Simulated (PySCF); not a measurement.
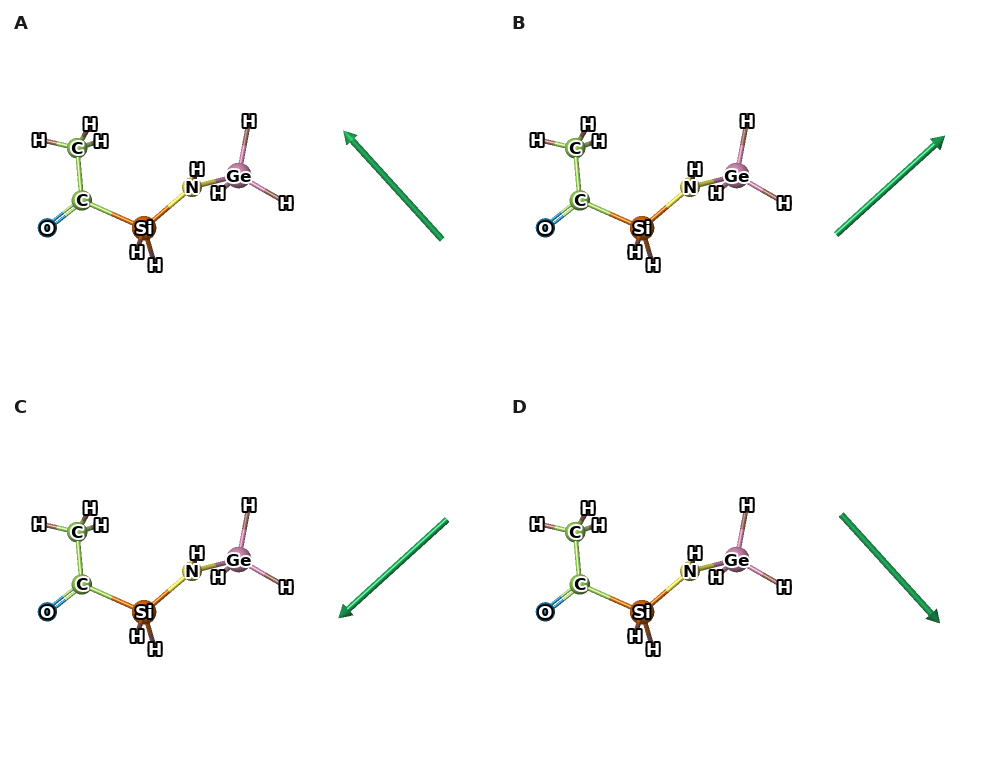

The same molecule four times, each with an arrow. The computed structure is the end point of a PBE0-D3(BJ)/def2-SVP optimisation. No frequency run is at hand to confirm it as a minimum. Level of theory: BHandHLYP/def2-SVPD, gas phase (PySCF 2.14.0).

Which arrow points along the dipole moment, from the negative to the positive end?

Answer. B. The dipole moment is 3.85 D.
